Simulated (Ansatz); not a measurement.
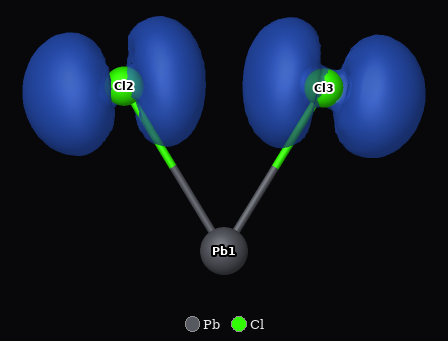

The picture shows: Cl2Pb (charge +1, doublet). Isosurface of the spin density (α minus β) at +0.04 e/Å³ (blue), seen across its widest extent.

Geometry: PBE0-D4/def2-TZVP; core potentials replace the inner electrons of Pb.

Level of theory: UKS PBE0-D4/def2-TZVP in Ansatz.

```xyz
3

Pb    0.0779   -0.2653    1.4137
Cl   -0.7418    1.2308   -0.4621
Cl    0.6639   -0.9656   -0.9517
```

**Describe the spin distribution.**

The unpaired spin (1 electron) lies mostly on Cl2 (about 0.5) and Cl3 (about 0.5), in electrons by Hirshfeld's partition.
